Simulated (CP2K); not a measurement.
# GFN1-xTB run of CH6B2S (SMILES BSBC)

What is the vertical electron affinity of CH6B2S at GFN1-xTB? 

The calculation is run with CP2K 2026.2.

3 further runs of the same task are left out: 3 set aside as unsound or not needed.

**1. The structure to begin with**

CH6B2S has 10 atoms, charge 0, and is taken as a singlet. As SMILES, `BSBC`. The shape is that of a GFN2-xTB optimisation. This is one conformer, not always the lowest.

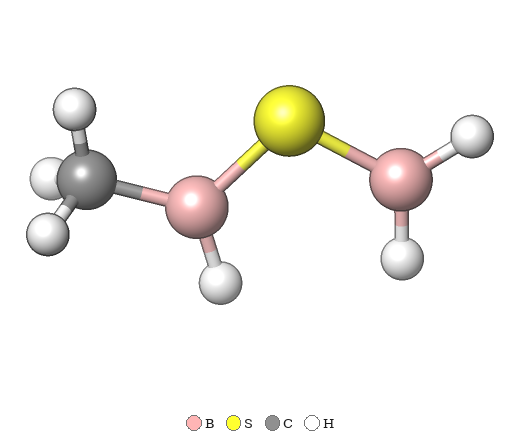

Viewed from a chosen angle; boron pink, sulfur yellow, carbon grey, hydrogen white.

**2. The energy at GFN1-xTB**

qs.inp reads:

```
&global
    project qs
    run_type ENERGY
    print_level MEDIUM
&end

&force_eval
    method QS
    &dft
        &qs
            method XTB
            eps_default 1.0E-10
            &xtb
                gfn_type TBLITE
                &tblite
                    method GFN1
                &end
                check_atomic_charges F
            &end
        &end
        &poisson
            periodic NONE
            poisson_solver ANALYTIC
        &end
        &scf
            scf_guess ATOMIC
            eps_scf 1.0E-07
            max_scf 150
            added_mos 4
            &diagonalization
                algorithm STANDARD
            &end
            &mixing
                method DIRECT_P_MIXING
                alpha 0.4
            &end
            &smear ON
                method FERMI_DIRAC
                electronic_temperature [K] 300
            &end
        &end
        &print
            &moments
                periodic F
                reference COM
                max_moment 1
            &end
            &mo ON
                energies T
                occupation_numbers T
                ndigits 6
                &each
                    qs_scf 0
                &end
                add_last NUMERIC
            &end
            &hirshfeld OFF
            &end
        &end
    &end
    &subsys
        &cell
            abc 11.8 12.4 12.3
            periodic NONE
        &end
        &coord
            B      4.545175     7.394870     4.809190
            S      5.318335     7.115290     6.375140
            B      6.029425     5.467360     6.266110
            C      6.799645     4.864510     7.491930
            H      4.578455     6.577520     3.976570
            H      4.009275     8.419170     4.651850
            H      5.898345     4.861100     5.273410
            H      6.280045     3.980830     7.864990
            H      6.914125     5.554720     8.323430
            H      7.790725     4.516940     7.201370
        &end
    &end
&end
```

Launch:

```sh
$ OMP_NUM_THREADS=1 cp2k.psmp -i qs.inp > qs.out 2>&1
```

Log:

```text
CP2K| version string:                                       CP2K version 2026.2
[...]
 GLOBAL| Method name                                                        CP2K
[...]
 GLOBAL| Run type                                                         ENERGY
[...]
                             - Atoms:                                         10
[...]
                             - Spherical basis functions:                     33
[...]
 Number of electrons:                                                         22
[...]
  *** SCF run converged in    12 steps ***
[...]
  Fermi energy:                                                -0.31568467455183
[...]
 TB_DIPOLE| Moment [Debye]          0.26534451      -0.50814727       0.13587954
 TB_DIPOLE| Derivative [a.u.]       0.00000000       0.00000000       0.00000000
[...]
 ENERGY| Total FORCE_EVAL ( QS ) energy [hartree]            -11.859182798133375
[...]
```

Wall time 0.28 s (1 thread of Arm Neoverse V1, shared host).

**3. The doublet anion at the same level**

molecule.inp reads:

```
&FORCE_EVAL
  METHOD Quickstep
  &DFT
    CHARGE -1
    MULTIPLICITY 2
    UKS T
    # Quickstep
    &QS
      METHOD XTB
      EPS_DEFAULT 1.0E-10
      &XTB
        GFN_TYPE TBLITE
        &TBLITE
          METHOD GFN1
        &END TBLITE
        CHECK_ATOMIC_CHARGES F
      &END XTB
    &END QS
    # cluster boundary conditions
    &POISSON
      PERIODIC NONE
      POISSON_SOLVER ANALYTIC
    &END POISSON
    &SCF
      SCF_GUESS ATOMIC
      EPS_SCF 1.0E-07
      MAX_SCF 150
      ADDED_MOS 4
      &DIAGONALIZATION
        ALGORITHM STANDARD
      &END DIAGONALIZATION
      &MIXING
        METHOD DIRECT_P_MIXING
        ALPHA 0.4
      &END MIXING
    &END SCF
    &PRINT
      &MOMENTS
        PERIODIC F
        REFERENCE COM
        MAX_MOMENT 1
      &END MOMENTS
      &MO ON
        ENERGIES T
        OCCUPATION_NUMBERS T
        NDIGITS 6
        &EACH
          QS_SCF 0
        &END EACH
        ADD_LAST NUMERIC
      &END MO
      &HIRSHFELD OFF
      &END HIRSHFELD
    &END PRINT
  &END DFT
  &SUBSYS
    # box in angstrom
    &CELL
      ABC 11.8 12.4 12.3
      PERIODIC NONE
    &END CELL
    &COORD
      B      4.545175     7.394870     4.809190
      S      5.318335     7.115290     6.375140
      B      6.029425     5.467360     6.266110
      C      6.799645     4.864510     7.491930
      H      4.578455     6.577520     3.976570
      H      4.009275     8.419170     4.651850
      H      5.898345     4.861100     5.273410
      H      6.280045     3.980830     7.864990
      H      6.914125     5.554720     8.323430
      H      7.790725     4.516940     7.201370
    &END COORD
  &END SUBSYS
&END FORCE_EVAL

&GLOBAL
  PROJECT_NAME molecule
  RUN_TYPE ENERGY
  PRINT_LEVEL MEDIUM
&END GLOBAL
```

Launch:

```sh
$ OMP_NUM_THREADS=1 cp2k.psmp molecule.inp > molecule.out
```

Log:

```text
CP2K| version string:                                       CP2K version 2026.2
[...]
 GLOBAL| Method name                                                        CP2K
[...]
 GLOBAL| Run type                                                         ENERGY
[...]
                             - Atoms:                                         10
[...]
                             - Spherical basis functions:                     33
[...]
 Number of electrons:                                                         12
[...]
  *** SCF run converged in    14 steps ***
[...]
  Fermi energy:                                                -0.04513377303085
[...]
 TB_DIPOLE| Moment [Debye]          1.02550157       0.11420409       2.61456498
 TB_DIPOLE| Derivative [a.u.]       0.00000000       0.00000000       0.00000000
[...]
 ENERGY| Total FORCE_EVAL ( QS ) energy [hartree]            -12.027142651129537
[...]
```

Wall time 0.28 s (1 thread of Arm Neoverse V1, shared host).

**4. Results**

Level: GFN1-xTB.

```
                                                 quantity         value
                             singlet CH6B2S: total energy  -11.85918 Eh
singlet CH6B2S: dipole moment (from atomic charges alone)        0.59 D
                              singlet CH6B2S: HOMO energy     -11.71 eV
                              singlet CH6B2S: LUMO energy      -7.69 eV
                            singlet CH6B2S: HOMO–LUMO gap       4.01 eV
                              doublet anion: total energy  -12.02714 Eh
        doublet anion: HOMO energy (highest over α and β)      -1.52 eV
         doublet anion: LUMO energy (lowest over α and β)      -0.94 eV
        vertical electron affinity (to the doublet anion)      4.570 eV
```

At fixed nuclei the extra electron is bound by 4.57 eV (441 kJ/mol). A minimal valence basis can't be trusted even for the sign of an electron affinity. xTB total energies overstate such differences by several eV unless an empirical shift is taken off; none is applied here. The dipole (singlet CH6B2S) comes from point charges on the atoms alone, without atomic dipoles, so it is partial.
